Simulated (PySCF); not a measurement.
**GaH2SCl (SMILES [SH][GaH][Cl]) at B3LYP/ccECP-cc-pVDZ (core potential)**

Aim: the vertical ionisation energy of GaH2SCl at B3LYP/ccECP-cc-pVDZ (core potential), from 2 runs. Input form: a Python script.

Program for the calculation: PySCF 2.14.0.

## 1. The molecule

The species is GaH2SCl (5 atoms), meant as a singlet with charge 0. SMILES: `[SH][GaH][Cl]`. Geometry: a GFN2-xTB relaxation, a rough one for these elements and not checked as a minimum. This is one conformer, not always the lowest.

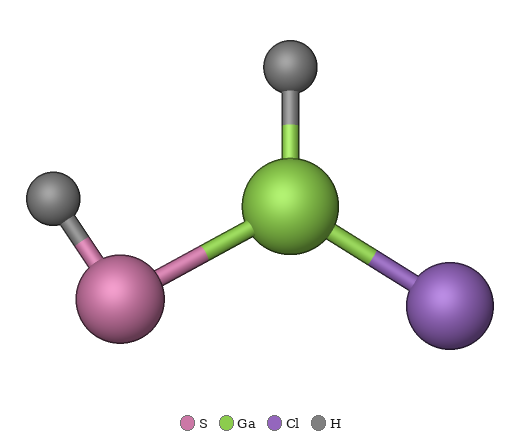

Viewed from a chosen angle; sulfur pink, gallium green, chlorine purple, hydrogen grey.

## 2. A single-point energy at B3LYP/ccECP-cc-pVDZ (core potential)

run.py

```python
from pyscf import gto, dft

mol = gto.Mole()
mol.atom = '''
S     -1.620700    -0.369640    -0.284840
Ga     0.545940    -0.105960     0.130660
Cl     1.703140    -1.764960     0.607290
H     -1.827390     0.924510    -0.519120
H      1.199010     1.316050     0.066010
'''
mol.verbose = 4
mol.basis = 'ccecp-cc-pvdz'
mol.ecp = 'ccecp'
mol.max_memory = 1860
mol.build()

ks = dft.RKS(mol)
ks.xc = 'b3lyp'
ks.conv_tol = 1e-10
ks.grids.level = 4
ks.kernel()
if not ks.converged:
    ks = ks.newton().run(ks.mo_coeff, ks.mo_occ)

e_tot = ks.e_tot
print('E = %.10f Eh' % e_tot)
```

Run with:

```console
OMP_NUM_THREADS=1 python run.py
```

Standard output:

```text
PySCF version 2.14.0

[INPUT] num. atoms = 5
[INPUT] num. electrons = 18
[INPUT] charge = 0
[INPUT] spin (= nelec alpha-beta = 2S) = 0
[INPUT] symmetry False subgroup None
[INPUT] Mole.unit = angstrom
[INPUT] Symbol           X                Y                Z      unit          X                Y                Z       unit  Magmom
[INPUT]  1 S     -1.620700000000  -0.369640000000  -0.284840000000 AA   -3.062679130083  -0.698518364684  -0.538269589321 Bohr   0.0
[INPUT]  2 Ga     0.545940000000  -0.105960000000   0.130660000000 AA    1.031677080445  -0.200235380159   0.246911615436 Bohr   0.0
[INPUT]  3 Cl     1.703140000000  -1.764960000000   0.607290000000 AA    3.218468151792  -3.335291020812   1.147611778187 Bohr   0.0
[INPUT]  4 H     -1.827390000000   0.924510000000  -0.519120000000 AA   -3.453266622769   1.747070699422  -0.980994625784 Bohr   0.0
[INPUT]  5 H      1.199010000000   1.316050000000   0.066010000000 AA    2.265800520615   2.486974066234   0.124740821483 Bohr   0.0

nuclear repulsion = 22.7224956221732
number of shells = 21
number of NR pGTOs = 167
number of NR cGTOs = 49
basis = ccecp-cc-pvdz
ecp = ccecp

******** <class 'pyscf.dft.rks.RKS'> ********
method = RKS
initial guess = minao
damping factor = 0
level_shift factor = 0
DIIS = <class 'pyscf.scf.diis.CDIIS'>
diis_start_cycle = 1
diis_space = 8
diis_damp = 0
SCF conv_tol = 1e-10
SCF conv_tol_grad = None
SCF max_cycles = 50
direct_scf = True
direct_scf_tol = 1e-13
XC library pyscf.dft.libxc version 7.0.0
    S. Lehtola, C. Steigemann, M. J.T. Oliveira, and M. A.L. Marques.,  SoftwareX 7, 1–5 (2018)
XC functionals = b3lyp
    P. J. Stephens, F. J. Devlin, C. F. Chabalowski, and M. J. Frisch.,  J. Phys. Chem. 98, 11623 (1994)
radial grids:
    Treutler-Ahlrichs [JCP 102, 346 (1995); DOI:10.1063/1.469408] (M4) radial grids

becke partition: Becke, JCP 88, 2547 (1988); DOI:10.1063/1.454033
pruning grids: <function nwchem_prune>
grids dens level: 4
symmetrized grids: False
atomic radii adjust function: <function treutler_atomic_radii_adjust>
small_rho_cutoff = 0
Set gradient conv threshold to 1e-05
Initial guess from minao.
tot grids = 119176
init E= -28.2792623357853
  HOMO = -0.308033466951119  LUMO = -0.0701155390279121  gap/eV = 6.47408
cycle= 1 E= -28.4954955007081  delta_E= -0.216  |g|= 0.251  |ddm|= 3.43
  HOMO = -0.248457050251812  LUMO = -0.0581910108808451  gap/eV = 5.17740
cycle= 2 E= -28.4922390653115  delta_E= 0.00326  |g|= 0.268  |ddm|= 1.16
  HOMO = -0.280899174797382  LUMO = -0.0503154345952074  gap/eV = 6.27450
cycle= 3 E= -28.5187302080514  delta_E= -0.0265  |g|= 0.0247  |ddm|= 0.615
  HOMO = -0.279245140088604  LUMO = -0.0531654774838389  gap/eV = 6.15194
cycle= 4 E= -28.5189846377282  delta_E= -0.000254  |g|= 0.00618  |ddm|= 0.0794
  HOMO = -0.27970407184142  LUMO = -0.0526237419062789  gap/eV = 6.17917
cycle= 5 E= -28.5189980216874  delta_E= -1.34e-05  |g|= 0.00165  |ddm|= 0.0153
  HOMO = -0.27954102310153  LUMO = -0.0525695677594004  gap/eV = 6.17621
cycle= 6 E= -28.5189991290524  delta_E= -1.11e-06  |g|= 0.000245  |ddm|= 0.00428
  HOMO = -0.279604727890514  LUMO = -0.0525767633983387  gap/eV = 6.17775
cycle= 7 E= -28.518999150298  delta_E= -2.12e-08  |g|= 5.91e-05  |ddm|= 0.000603
  HOMO = -0.279593624900146  LUMO = -0.0525737351537948  gap/eV = 6.17753
cycle= 8 E= -28.5189991516458  delta_E= -1.35e-09  |g|= 1.61e-05  |ddm|= 0.000166
  HOMO = -0.279595077944678  LUMO = -0.0525747093984689  gap/eV = 6.17754
cycle= 9 E= -28.5189991517352  delta_E= -8.94e-11  |g|= 2.36e-06  |ddm|= 3.45e-05
  HOMO = -0.279594757214085  LUMO = -0.0525749513303683  gap/eV = 6.17752
Extra cycle  E= -28.518999151736  delta_E= -7.46e-13  |g|= 1.92e-06  |ddm|= 8.89e-06
converged SCF energy = -28.518999151736
E = -28.5189991517 Eh
```

It took 5.4 s on 1 thread of Arm Neoverse V1, shared host; peak memory 0.26 GiB.

## 3. The doublet cation at the same level

job.py

```python
from pyscf import gto, dft

molecule = gto.M(
    atom=[
    ('S', (-1.620700, -0.369640, -0.284840)),
    ('Ga', (0.545940, -0.105960, 0.130660)),
    ('Cl', (1.703140, -1.764960, 0.607290)),
    ('H', (-1.827390, 0.924510, -0.519120)),
    ('H', (1.199010, 1.316050, 0.066010)),
],
    spin=1,
    verbose=4,
    basis='ccecp-cc-pvdz',
    charge=1,
    ecp='ccecp',
    max_memory=1860,
)

calc0 = dft.UKS(molecule)
calc0.xc = 'b3lyp'
calc0.conv_tol = 1e-10
calc0.grids.level = 4
calc0.kernel()
if not calc0.converged:
    calc0 = calc0.newton().run(calc0.mo_coeff, calc0.mo_occ)

e_final = calc0.e_tot
print('E = %.10f Eh' % e_final)
```

Run with:

```console
OMP_NUM_THREADS=1 python job.py
```

Standard output:

```text
PySCF version 2.14.0

[INPUT] num. atoms = 5
[INPUT] num. electrons = 17
[INPUT] charge = 1
[INPUT] spin (= nelec alpha-beta = 2S) = 1
[INPUT] symmetry False subgroup None
[INPUT] Mole.unit = angstrom
[INPUT] Symbol           X                Y                Z      unit          X                Y                Z       unit  Magmom
[INPUT]  1 S     -1.620700000000  -0.369640000000  -0.284840000000 AA   -3.062679130083  -0.698518364684  -0.538269589321 Bohr   0.0
[INPUT]  2 Ga     0.545940000000  -0.105960000000   0.130660000000 AA    1.031677080445  -0.200235380159   0.246911615436 Bohr   0.0
[INPUT]  3 Cl     1.703140000000  -1.764960000000   0.607290000000 AA    3.218468151792  -3.335291020812   1.147611778187 Bohr   0.0
[INPUT]  4 H     -1.827390000000   0.924510000000  -0.519120000000 AA   -3.453266622769   1.747070699422  -0.980994625784 Bohr   0.0
[INPUT]  5 H      1.199010000000   1.316050000000   0.066010000000 AA    2.265800520615   2.486974066234   0.124740821483 Bohr   0.0

nuclear repulsion = 22.7224956221732
number of shells = 21
number of NR pGTOs = 167
number of NR cGTOs = 49
basis = ccecp-cc-pvdz
ecp = ccecp

[... 38 lines left out ...]
WARN: HOMO -0.451215872334689 >= LUMO -0.450558207019882
[... 74 lines left out ...]
converged SCF energy = -28.144006528269  <S^2> = 0.75561359  2S+1 = 2.0056057
E = -28.1440065283 Eh
```

Run time: 12 s. Hardware: 1 thread of Arm Neoverse V1, shared host; peak memory 0.27 GiB.

## 4. What came out

Level: B3LYP/ccECP-cc-pVDZ (core potential).

| quantity | value |
| --- | --- |
| singlet GaH2SCl: total energy | -28.51900 Eh |
| singlet GaH2SCl: dipole moment | 2.15 D |
| singlet GaH2SCl: HOMO energy | -7.61 eV |
| singlet GaH2SCl: LUMO energy | -1.43 eV |
| singlet GaH2SCl: HOMO–LUMO gap | 6.18 eV |
| doublet cation: total energy | -28.14401 Eh |
| doublet cation: HOMO energy (highest over α and β) | -13.93 eV |
| doublet cation: LUMO energy (lowest over α and β) | -12.72 eV |
| doublet cation: ⟨S²⟩ | 0.756 |
| vertical ionisation energy (to the doublet cation) | 10.204 eV |

What this shows: The vertical ionisation energy comes to 10.20 eV (985 kJ/mol). −ε(HOMO) before ionisation, 7.61 eV, is 2.60 eV below this ionisation energy. Mulliken charges (singlet GaH2SCl) run from -0.38 on S1 to +0.61 on Ga2.
